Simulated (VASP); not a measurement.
Band structure of HfSi (space group Pnma). Level of theory: LDA (Ceperley-Alder, Perdew-Zunger), VASP's LDA PAW potentials (set 64) (plane waves; VASP).

Unless said otherwise, spin-orbit coupling is left out, though it shifts the bands of the heavy elements here.

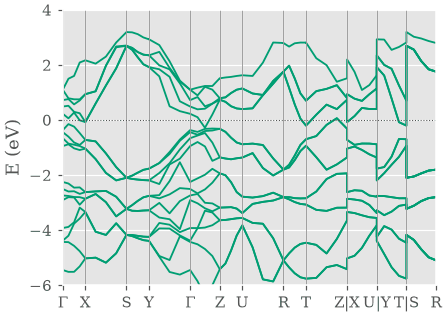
Figure. Bands along high-symmetry lines, zero at the valence-band maximum or, without a gap, the Fermi level

Read the plot: is there a gap, and where are the band edges?

It has no gap at this level: it comes out as a metal or semimetal.

The structure comes from a computed database's HfSi entry (Pnma); how it stands against other phases isn't given here. The cell was not relaxed at this level. The k-mesh is coarse (spacing up to 0.33 per Å, 2π included), so the numbers may not be converged in it.
